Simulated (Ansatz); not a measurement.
**How fast states decay through CsTl3F6**

Wanted: the relaxed cell of CsTl3F6, its band edges and its decay constants. It is built by putting Cs for Na in the NaTl3F6 structure of space group Fm-3m, with the volume rescaled by atomic radii. The parent structure comes from the Materials Project.

Method: PBE DFT, plane waves, PAW files, in the first sound run; inputs show where later runs differ, in Ansatz 0.2.0.

The structure was built from a prototype and need not be the compound's stable phase.

### 1. The structure

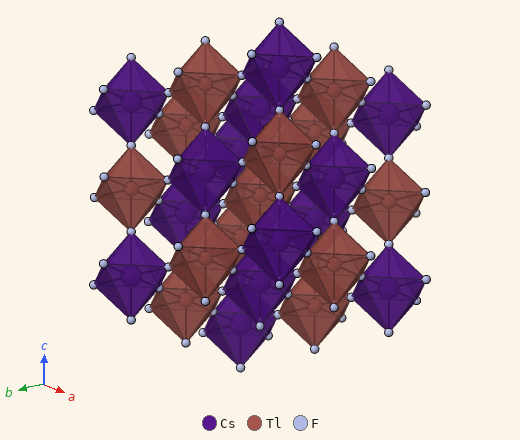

The cell as given, from a free direction (caesium purple, thallium brown, fluorine light blue). This picture shows the conventional cell, with its axes. Some periodic images of atoms are drawn too.

Structure file:

```cif
data_structure
_symmetry_space_group_name_H-M 'P 1'
_symmetry_Int_Tables_number 1
_cell_length_a 6.5831
_cell_length_b 6.5831
_cell_length_c 6.5831
_cell_angle_alpha 60.000
_cell_angle_beta 60.000
_cell_angle_gamma 60.000
_cell_volume 201.74
loop_
_atom_site_label
_atom_site_type_symbol
_atom_site_fract_x
_atom_site_fract_y
_atom_site_fract_z
_atom_site_occupancy
Cs1 Cs 0.00000 0.00000 0.00000 1
Tl2 Tl 0.25000 0.25000 0.25000 1
Tl3 Tl 0.75000 0.75000 0.75000 1
Tl4 Tl 0.50000 0.50000 0.50000 1
F5 F 0.74731 0.25269 0.25269 1
F6 F 0.25269 0.74731 0.74731 1
F7 F 0.25269 0.74731 0.25269 1
F8 F 0.74731 0.25269 0.74731 1
F9 F 0.25269 0.25269 0.74731 1
F10 F 0.74731 0.74731 0.25269 1
```

### 2. Cell and atoms at rest

The substituted atoms don't fit the parent's cell, so cell and atoms relax together. A small smearing keeps the run stable in case the gap closes on the way.

Input file input.yaml:

```yaml
crystal:
  lattice:
    - [0.0, 4.6549897127, 4.6549897127]
    - [4.6549897127, 0.0, 4.6549897127]
    - [4.6549897127, 4.6549897127, 0.0]
  atoms:
    - { symbol: Cs, position: [0.0, 0.0, 0.0] }
    - { symbol: Tl, position: [0.25, 0.25, 0.25] }
    - { symbol: Tl, position: [0.75, 0.75, 0.75] }
    - { symbol: Tl, position: [0.5, 0.5, 0.5] }
    - { symbol: F, position: [0.74730931, 0.25269069, 0.25269069] }
    - { symbol: F, position: [0.25269069, 0.74730931, 0.74730931] }
    - { symbol: F, position: [0.25269069, 0.74730931, 0.25269069] }
    - { symbol: F, position: [0.74730931, 0.25269069, 0.74730931] }
    - { symbol: F, position: [0.25269069, 0.25269069, 0.74730931] }
    - { symbol: F, position: [0.74730931, 0.74730931, 0.25269069] }
kpoints:
  mp_grid: { grid: [4, 4, 4] }
scf:
  occupations: { method: gaussian, width: 0.03 }
hamiltonian:
  xc: pbe
output:
  forces: true
  stress: true
relax:
  f_tol: 0.02
  max_steps: 60
  cell: {}
```

The run is started by

```sh
$ ansatz run input.yaml --threads 2 --pin off --max-ram 4096MiB --backend cpu --events-out ev --progress --plain --runs-dir out
```

Numbers of over 12 decimals in the logs are rounded to 6 here.

The program printed:

```text
Engine: ansatz 0.2.0, aarch64-unknown-linux-gnu
Pseudopotentials: kind: paw
Pseudopotential: Cs, paw, valence charge 9, recommended cutoff 420 eV (normal), Cs.paw.azcp
Pseudopotential: Tl, paw, valence charge 13, recommended cutoff 420 eV (normal), Tl.paw.azcp
Pseudopotential: F, paw, valence charge 7, recommended cutoff 420 eV (normal), F.paw.azcp
Functional definition: PBE
  parameter kappa = 0.804
  parameter beta = 0.066725
  exchange = pbe_x(kappa = kappa, mu = beta*pi^2/3)
  correlation = pbe_c(beta = beta)
Crystal: 10 atoms, lattice volume = 201.737 Å³
Basis set: ecut = 420 eV, 3839 PW (Γ), exchange–correlation on 90×90×90 points (8 copies of the dense FFT grid, shifted against one another)
Bands: 55, of which v1, the nominal top of the filled ones, is band 45 counted from 1 (44 counted from 0)
Symmetry: 48 space group operations
Space group: Fm-3m (ITA 225), of the structure as read, at distance tolerance 5.9e-5 Å
k-points: 8 of 64
Non-local potential: Cs, projectors of the file, l = 0: 3, l = 1: 2, l = 2: 2, l = 3: 2
Non-local potential: Tl, projectors of the file, l = 0: 2, l = 1: 2, l = 2: 2, l = 3: 1
Non-local potential: F, projectors of the file, l = 0: 2, l = 1: 2, l = 2: 1
PAW form: soft (Blöchl's): semilocal exchange-correlation on the pseudo side does not see the compensation charge
PAW one-centre angular grid: Cs, 194 points (default); XC on 64 Gauss nodes
PAW one-centre angular grid: Tl, 590 points (default); XC on 64 Gauss nodes
PAW one-centre angular grid: F, 110 points (default); XC on 64 Gauss nodes
Initial density: superposition of atomic densities (neutral atoms: chi_scale 0, normalization atom), corrected by the library's trained network
Initial wavefunctions: pseudopotential atomic-orbital guess
Functional: x = pbe(κ = 0.804, μ = 0.219515), c = pbe(β = 0.066725)
SCF iter   1: F=—  HF=-44853.184921 eV  |F-HF|=—  |Δ(HF+E_count)|=         —  Δρ=3.18e-3  dr2=2.45e-2  ethr=1.77e-3  ⟨swp⟩=5.9  Hψ=1609  notcnv=0  defer=4
preconditioner: auto → Resta (q_TF=auto, 2.385 Å⁻¹)  ε∞=4.3  [insulator: Δε(μ)=1.350 eV  Ē_g=13.674 eV  σ=0.030 eV  W_gap=1.00  n_scr=58 (ndim 8)  ℏωp=24.8 eV  f_vac=0.063  D(μ)=0.00/eV (n_scr^D=0)  ε∞_Penn≈4.3]
SCF iter   2: F=—  HF=-44853.184734 eV  |F-HF|=—  |Δ(HF+E_count)|=   1.87e-4  Δρ=1.49e-3  dr2=5.65e-3  ethr=2.72e-5  ⟨swp⟩=2.0  Hψ=811  notcnv=0  defer=24
SCF iter   3: F=—  HF=-44853.184090 eV  |F-HF|=—  |Δ(HF+E_count)|=   6.44e-4  Δρ=9.20e-4  dr2=1.51e-3  ethr=6.28e-6  ⟨swp⟩=2.0  Hψ=650  notcnv=0  defer=24
SCF iter   4: F=—  HF=-44853.183732 eV  |F-HF|=—  |Δ(HF+E_count)|=   3.58e-4  Δρ=2.08e-4  dr2=1.71e-4  ethr=1.68e-6  ⟨swp⟩=2.0  Hψ=627  notcnv=0  defer=24
SCF iter   5: F=—  HF=-44853.183706 eV  |F-HF|=—  |Δ(HF+E_count)|=   2.60e-5  Δρ=5.68e-5  dr2=9.69e-6  ethr=1.90e-7  ⟨swp⟩=2.0  Hψ=664  notcnv=0  defer=24
SCF iter   6: F=—  HF=-44853.183710 eV  |F-HF|=—  |Δ(HF+E_count)|=   4.01e-6  Δρ=1.04e-5  dr2=1.85e-7  ethr=1.08e-8  ⟨swp⟩=2.4  Hψ=734  notcnv=0  defer=24
SCF iter   7: F=-44853.183710 eV  HF=-44853.183710 eV  |F-HF|=1.85e-8  |Δ(HF+E_count)|=   2.08e-7  Δρ=2.75e-6  dr2=1.98e-8  ethr=1.11e-10  ⟨swp⟩=4.0  Hψ=1497  notcnv=0
SCF 1 converged in 7 iterations: F = -44853.183710 eV  dr2 = 1.98e-8
  greatest PAW one-centre occupation: 0.978 electrons in one spin orbital (limit 2), on the Tl atom at site 3 (counted from 0), in its partial waves of l = 2
relax step   1: F+E_penalty+E_count = -44853.18371042 eV  Δ(F+E_penalty+E_count) = +0.000e0 eV  max|allowed force component| = 2.968e0 eV/Å  Δτ_max = 0.0000 Å  P = +7.684 GPa  Ω = 201.737 Å³  (7 SCF iters, dr2 threshold 1.00e-7 eV, accepted)
Crystal: 10 atoms, lattice volume = 220.295 Å³
Basis set: ecut = 420 eV, 4285 PW (Γ), exchange–correlation on 90×90×90 points (8 copies of the dense FFT grid, shifted against one another)
Initial density: handed on by an earlier stage of this run
Initial wavefunctions: those handed on with the density
iter 1 solved again at ethr=1.32e-3 eV; its pass at ethr=3.10e-3 eV (dr2=1.19e0 eV) is discarded
SCF iter   1: F=—  HF=-44856.013160 eV  |F-HF|=—  |Δ(HF+E_count)|=         —  Δρ=3.06e-2  dr2=1.20e0  ethr=1.32e-3  ⟨swp⟩=1.6  Hψ=2030  notcnv=0
preconditioner: auto → Resta (q_TF=auto, 2.350 Å⁻¹)  ε∞=4.0  [insulator: Δε(μ)=3.403 eV  Ē_g=13.721 eV  σ=0.030 eV  W_gap=1.00  n_scr=58 (ndim 8)  ℏωp=23.7 eV  f_vac=0.100  D(μ)=0.00/eV (n_scr^D=0)  ε∞_Penn≈4.0]
SCF iter   2: F=—  HF=-44855.693848 eV  |F-HF|=—  |Δ(HF+E_count)|=   3.19e-1  Δρ=1.45e-2  dr2=2.32e-1  ethr=1.32e-3  ⟨swp⟩=2.8  Hψ=671  notcnv=0
SCF iter   3: F=—  HF=-44855.637531 eV  |F-HF|=—  |Δ(HF+E_count)|=   5.63e-2  Δρ=5.39e-3  dr2=4.06e-2  ethr=2.58e-4  ⟨swp⟩=2.1  Hψ=751  notcnv=0  defer=24
SCF iter   4: F=—  HF=-44855.627874 eV  |F-HF|=—  |Δ(HF+E_count)|=   9.66e-3  Δρ=1.21e-3  dr2=1.93e-3  ethr=4.51e-5  ⟨swp⟩=2.0  Hψ=706  notcnv=0  defer=24
SCF iter   5: F=—  HF=-44855.627456 eV  |F-HF|=—  |Δ(HF+E_count)|=   4.18e-4  Δρ=1.82e-4  dr2=1.26e-4  ethr=2.14e-6  ⟨swp⟩=2.0  Hψ=717  notcnv=0  defer=24
SCF iter   6: F=—  HF=-44855.627471 eV  |F-HF|=—  |Δ(HF+E_count)|=   1.45e-5  Δρ=5.93e-5  dr2=6.69e-6  ethr=1.40e-7  ⟨swp⟩=2.0  Hψ=600  notcnv=0  defer=24
SCF iter   7: F=-44855.627471 eV  HF=-44855.627471 eV  |F-HF|=9.84e-8  |Δ(HF+E_count)|=   2.40e-7  Δρ=9.70e-6  dr2=2.22e-7  ethr=1.11e-9  ⟨swp⟩=4.0  Hψ=1509  notcnv=0
SCF 2 converged in 7 iterations: F = -44855.627471 eV  dr2 = 2.22e-7
  greatest PAW one-centre occupation: 0.981 electrons in one spin orbital (limit 2), on the Tl atom at site 3 (counted from 0), in its partial waves of l = 2
relax step   2: F+E_penalty+E_count = -44855.62747086 eV  Δ(F+E_penalty+E_count) = -2.444e0 eV  max|allowed force component| = 2.775e-1 eV/Å  Δτ_max = 0.1950 Å  P = +2.830 GPa  Ω = 220.295 Å³  energy of the carried Pulay correction = -4.123e-2 eV  (7 SCF iters, dr2 threshold 1.00e-6 eV, accepted)
Crystal: 10 atoms, lattice volume = 230.587 Å³
Basis set: ecut = 420 eV, 4573 PW (Γ), exchange–correlation on 90×90×90 points (8 copies of the dense FFT grid, shifted against one another)
iter 1 solved again at ethr=6.55e-5 eV; its pass at ethr=3.10e-3 eV (dr2=5.89e-2 eV) is discarded
SCF iter   1: F=—  HF=-44855.765803 eV  |F-HF|=—  |Δ(HF+E_count)|=         —  Δρ=5.57e-3  dr2=6.15e-2  ethr=6.55e-5  ⟨swp⟩=2.9  Hψ=2254  notcnv=0
preconditioner: auto → Resta (q_TF=auto, 2.332 Å⁻¹)  ε∞=3.9  [insulator: Δε(μ)=3.336 eV  Ē_g=13.591 eV  σ=0.030 eV  W_gap=1.00  n_scr=58 (ndim 8)  ℏωp=23.2 eV  f_vac=0.116  D(μ)=0.00/eV (n_scr^D=0)  ε∞_Penn≈3.9]
SCF iter   2: F=—  HF=-44855.749191 eV  |F-HF|=—  |Δ(HF+E_count)|=   1.66e-2  Δρ=2.86e-3  dr2=9.00e-3  ethr=6.55e-5  ⟨swp⟩=2.0  Hψ=677  notcnv=0
SCF iter   3: F=—  HF=-44855.746731 eV  |F-HF|=—  |Δ(HF+E_count)|=   2.46e-3  Δρ=1.19e-3  dr2=2.96e-3  ethr=1.00e-5  ⟨swp⟩=2.0  Hψ=631  notcnv=0
SCF iter   4: F=—  HF=-44855.745677 eV  |F-HF|=—  |Δ(HF+E_count)|=   1.05e-3  Δρ=2.47e-4  dr2=1.73e-4  ethr=3.29e-6  ⟨swp⟩=2.0  Hψ=734  notcnv=0
SCF iter   5: F=—  HF=-44855.745724 eV  |F-HF|=—  |Δ(HF+E_count)|=   4.76e-5  Δρ=5.71e-5  dr2=5.15e-6  ethr=1.92e-7  ⟨swp⟩=2.4  Hψ=690  notcnv=0
SCF iter   6: F=-44855.745732 eV  HF=-44855.745731 eV  |F-HF|=5.36e-7  |Δ(HF+E_count)|=   6.84e-6  Δρ=9.81e-6  dr2=2.47e-7  ethr=1.11e-9  ⟨swp⟩=4.0  Hψ=1510  notcnv=0
SCF 3 converged in 6 iterations: F = -44855.745732 eV  dr2 = 2.47e-7
relax step   3: F+E_penalty+E_count = -44855.74573187 eV  Δ(F+E_penalty+E_count) = -1.183e-1 eV  max|allowed force component| = 1.132e-1 eV/Å  Δτ_max = 0.0244 Å  P = +0.673 GPa  Ω = 230.587 Å³  energy of the carried Pulay correction = -6.259e-2 eV  (6 SCF iters, dr2 threshold 1.00e-6 eV, accepted)
[...]
relax step   4: F+E_penalty+E_count = -44855.75133421 eV  Δ(F+E_penalty+E_count) = -5.602e-3 eV  max|allowed force component| = 5.811e-3 eV/Å  Δτ_max = 0.0131 Å  P = +0.083 GPa  Ω = 234.328 Å³  energy of the carried Pulay correction = -7.010e-2 eV  (5 SCF iters, dr2 threshold 1.00e-6 eV, accepted)
[...]
relax step   5: F+E_penalty+E_count = -44855.75062270 eV  Δ(F+E_penalty+E_count) = +7.115e-4 eV  max|allowed force component| = 4.207e-3 eV/Å  Δτ_max = 0.0000 Å  P = -0.014 GPa  Ω = 234.729 Å³  energy of the carried Pulay correction = -7.090e-2 eV  (5 SCF iters, dr2 threshold 1.71e-8 eV, accepted)
[...]
relax step   6: F+E_penalty+E_count = -44855.94351874 eV  Δ(F+E_penalty+E_count) = -1.929e-1 eV  max|allowed force component| = 1.725e-3 eV/Å  Δτ_max = 0.0000 Å  P = +1.331 GPa  Ω = 234.729 Å³  stress off target by 1.33e0 GPa  SCF on the basis re-selected at this cell (its energy is not comparable with the rows above)  (7 SCF iters)
[...]
relax step   7: F+E_penalty+E_count = -44855.96398995 eV  Δ(F+E_penalty+E_count) = -2.047e-2 eV  max|allowed force component| = 2.374e-4 eV/Å  Δτ_max = 0.0102 Å  P = +0.421 GPa  Ω = 241.395 Å³  energy of the carried Pulay correction = -1.540e-2 eV  (6 SCF iters, dr2 threshold 1.00e-6 eV, accepted)
[...]
relax step   8: F+E_penalty+E_count = -44855.95786551 eV  Δ(F+E_penalty+E_count) = +6.124e-3 eV  max|allowed force component| = 5.460e-3 eV/Å  Δτ_max = 0.0057 Å  P = -0.046 GPa  Ω = 245.228 Å³  energy of the carried Pulay correction = -2.603e-2 eV  (6 SCF iters, dr2 threshold 4.42e-7 eV, accepted)
iter 1 solved again at ethr=2.06e-7 eV; its pass at ethr=3.10e-3 eV (dr2=1.85e-4 eV) is discarded
SCF iter   1: F=—  HF=-44855.984039 eV  |F-HF|=—  |Δ(HF+E_count)|=         —  Δρ=3.88e-4  dr2=5.47e-5  ethr=2.06e-7  ⟨swp⟩=3.0  Hψ=3035  notcnv=0
preconditioner: auto → Resta (q_TF=auto, 2.309 Å⁻¹)  ε∞=3.8  [insulator: Δε(μ)=3.357 eV  Ē_g=13.364 eV  σ=0.030 eV  W_gap=1.00  n_scr=58 (ndim 8)  ℏωp=22.5 eV  f_vac=0.140  D(μ)=0.00/eV (n_scr^D=0)  ε∞_Penn≈3.8]
SCF iter   2: F=—  HF=-44855.984573 eV  |F-HF|=—  |Δ(HF+E_count)|=   5.34e-4  Δρ=1.67e-4  dr2=1.72e-5  ethr=6.08e-8  ⟨swp⟩=2.0  Hψ=800  notcnv=0
SCF iter   3: F=—  HF=-44855.984739 eV  |F-HF|=—  |Δ(HF+E_count)|=   1.66e-4  Δρ=8.12e-5  dr2=1.93e-6  ethr=1.91e-8  ⟨swp⟩=2.0  Hψ=563  notcnv=0
SCF iter   4: F=—  HF=-44855.984627 eV  |F-HF|=—  |Δ(HF+E_count)|=   1.12e-4  Δρ=2.53e-6  dr2=8.65e-9  ethr=2.14e-9  ⟨swp⟩=2.0  Hψ=800  notcnv=0
SCF iter   5: F=—  HF=-44855.984627 eV  |F-HF|=—  |Δ(HF+E_count)|=   1.21e-8  Δρ=4.63e-7  dr2=5.07e-10  ethr=9.62e-12  ⟨swp⟩=2.0  Hψ=621  notcnv=0
SCF iter   6: F=-44855.984627 eV  HF=-44855.984627 eV  |F-HF|=1.02e-10  |Δ(HF+E_count)|=   1.11e-9  Δρ=1.11e-7  dr2=4.93e-11  ethr=1.00e-12  ⟨swp⟩=4.0  Hψ=1552  notcnv=0
SCF 9 converged in 6 iterations: F = -44855.984627 eV  dr2 = 4.93e-11
relax step   9: F+E_penalty+E_count = -44855.98462680 eV  Δ(F+E_penalty+E_count) = -2.676e-2 eV  max|allowed force component| = 5.352e-3 eV/Å  Δτ_max = 0.0000 Å  P = +0.010 GPa  Ω = 245.228 Å³  stress off target by 9.72e-3 GPa  SCF on the basis re-selected at this cell (its energy is not comparable with the rows above)  (6 SCF iters)
basis re-selected at this cell: Δ(F+E_penalty+E_count) = -2.676e-2 eV, ΔP = +0.055 GPa vs the last step (what re-selecting the basis moved, of the pressure what is left beyond the Pulay correction that the steps carried, after the strain that the cell walked since its last selection, with what the two solves' SCF thresholds leave and, on support functions, any second-order correction that the steps lacked; it is no m [...]
SCF converged after 6 iterations
Free energy (F): -44855.984627 eV
Harris-Foulkes:  -44855.984627 eV  (|F-HF|=1.02e-10)
Internal energy: -44855.984627 eV  (E = F + TS)
E sigma→0 (E₀):  -44855.984627 eV
Fermi energy:    3.432474 eV
--- Per-component energies (eV) ---
  E_band       = -468.434863
  E_kinetic    = 2380.810561
  E_local      = -8053.077019  (includes V_loc(G=0)·N_el)
  E_nonlocal   = 1426.794478
  E_hartree    = 3090.830281
  E_xc         = -1339.784897
  E_vxc        = -1158.618652  (∫ρ·V_xc dr)
  E_paw        = -36769.305766  (= ΣΔE_a)
  E_vpaw       = -1246.017467  (= ΣTr[D̂ρ^β])
  E_aug_tail   = 0.012352  (compensation charges beyond the density's cutoff)
  E_ewald      = -5592.264617
  E_smearing   = -0.000000  (= −TS)
  E_closure    = -0.000000  (closes the sum)
  Σ components = -44855.984627   (vs F -44855.984627, Δ=0.00e0)
--- Forces (eV/Å), atoms counted from 1 ---
  atom   1  Cs    -0.00000000     0.00000000     0.00000000
  atom   2  Tl    -0.00000000     0.00000000     0.00000000
  atom   3  Tl     0.00000000     0.00000000     0.00000000
  atom   4  Tl     0.00000000    -0.00000000     0.00000000
  atom   5  F      0.00535172    -0.00000000    -0.00000000
  atom   6  F     -0.00535172     0.00000000     0.00000000
  atom   7  F     -0.00000000     0.00535172    -0.00000000
  atom   8  F      0.00000000    -0.00535172     0.00000000
  atom   9  F     -0.00000000     0.00000000     0.00535172
  atom  10  F      0.00000000    -0.00000000    -0.00535172
  max |Σ_I F_I| component: 2.42e-18 eV/Å
--- Stress (GPa, compression-positive) ---
        0.009723       0.000000       0.000000
        0.000000       0.009723      -0.000000
        0.000000      -0.000000       0.009723
  P = ⅓ Tr σ = 0.0097 GPa (0.097 kbar)
--- Relaxed structure (7 steps of the walk, 7 accepted, 2 SCFs on fresh bases) ---
  F+E_penalty+E_count = -44855.98462680 eV   max|allowed force component| = 5.352e-3 eV/Å   (the final SCF, on the basis selected at the relaxed cell)
  cell:  # Å, volume = 245.2275 Å³
    - [0, 4.967979, 4.967979]
    - [4.967979, 0, 4.967979]
    - [4.967979, 4.967979, 0]
  atoms:
    - { symbol: Cs, position: [-1.1180177253979162e-18, 0, 0] }
    - { symbol: Tl, position: [0.250000, 0.250000, 0.250000] }
    - { symbol: Tl, position: [0.750000, 0.750000, 0.750000] }
    - { symbol: Tl, position: [0.500000, 0.500000, 0.500000] }
    - { symbol: F, position: [0.720635, 0.279365, 0.279365] }
    - { symbol: F, position: [0.279365, 0.720635, 0.720635] }
    - { symbol: F, position: [0.279365, 0.720635, 0.279365] }
    - { symbol: F, position: [0.720635, 0.279365, 0.720635] }
    - { symbol: F, position: [0.279365, 0.279365, 0.720635] }
    - { symbol: F, position: [0.720635, 0.720635, 0.279365] }
```

Run time: 19 s. Hardware: 2 threads of Arm Neoverse V2, shared host; peak memory 0.56 GiB.

Relaxation path:

| step | energy less that of the first step (eV) | largest force component (eV/Å) | pressure (GPa) | volume (Å³) |
| --- | --- | --- | --- | --- |
| 1 | 0.0000 | 2.9682 | 7.68 | 201.74 |
| 2 | -2.4438 | 0.2775 | 2.83 | 220.29 |
| 3 | -2.5620 | 0.1132 | 0.67 | 230.59 |
| 4 | -2.5676 | 0.0058 | 0.08 | 234.33 |
| 5 | -2.5669 | 0.0042 | -0.01 | 234.73 |
| 6* | -2.7598 | 0.0017 | 1.33 | 234.73 |
| 7 | -2.7803 | 0.0002 | 0.42 | 241.40 |
| 8 | -2.7742 | 0.0055 | -0.05 | 245.23 |
| 9* | -2.8009 | 0.0054 | 0.01 | 245.23 |

Relaxation steps marked * repeat the geometry before them on a plane-wave basis chosen anew for their cell, so energy and pressure can jump there.

Forces are held to the 48 operations that the run works with; a distortion that breaks them can't arise in this run.

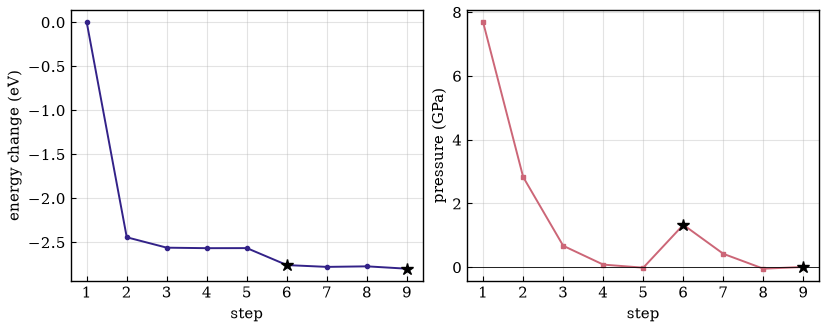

Energy and pressure along the relaxation. Stars mark steps on a basis chosen anew.

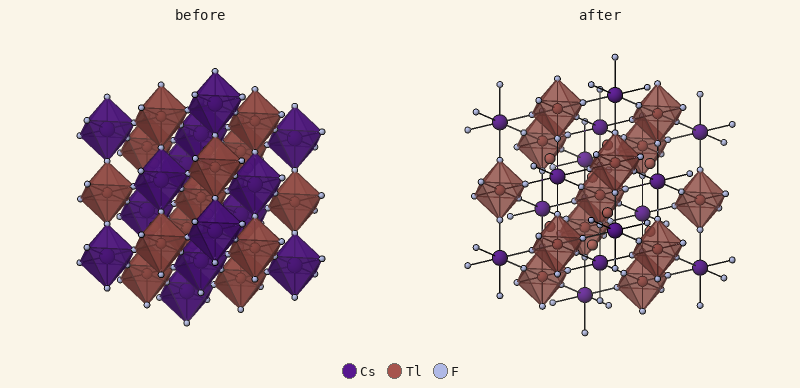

The structure before and after the relaxation, drawn at the same scale.

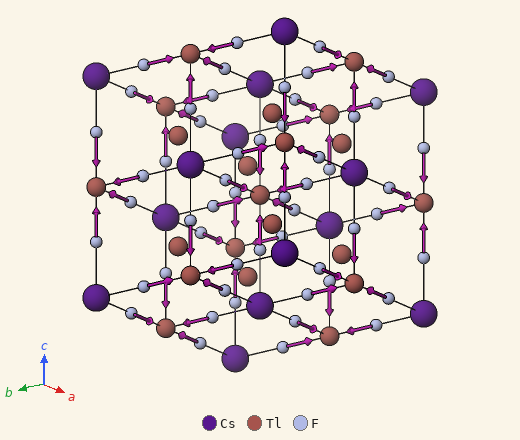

Displacements in the relaxation, exaggerated, measured against the changing cell; the longest in the cell stands for 0.27 Å. Some periodic images of atoms are drawn too.

| conventional cell, symmetrised | before | after | change |
| --- | --- | --- | --- |
| a (Å) | 9.310 | 9.936 | +6.7 % |
| b (Å) | 9.310 | 9.936 | +6.7 % |
| c (Å) | 9.310 | 9.936 | +6.7 % |
| volume (Å³/atom) | 20.17 | 24.52 | +21.6 % |

The atoms that moved most (Å, as changes of fractional coordinates times the final cell):

| atom | dx | dy | dz | length |
| --- | --- | --- | --- | --- |
| F8 | 0.000 | -0.265 | 0.000 | 0.265 |
| F6 | -0.265 | 0.000 | 0.000 | 0.265 |
| F10 | 0.000 | 0.000 | -0.265 | 0.265 |
| F5 | 0.265 | 0.000 | 0.000 | 0.265 |
| F9 | 0.000 | 0.000 | 0.265 | 0.265 |
| F7 | 0.000 | 0.265 | 0.000 | 0.265 |

This step gave:

```
free energy  : -44855.9846 eV
Fermi energy : 3.432 eV
pressure     : 0.009723 GPa
```

The largest force component on a free atom ends at 0.0054 eV/Å.

(Continued in part 2 of 3.)

[Logs are printed without paths, hosts, clocks, repeated set-up lines and the standing remarks that a program may print on its own settings, such as how far it seeks lower states.]

[Hosts, paths, dates, database ids (printed as entryN), source tags and the programs' standing remarks are cut or masked in the printed files.]
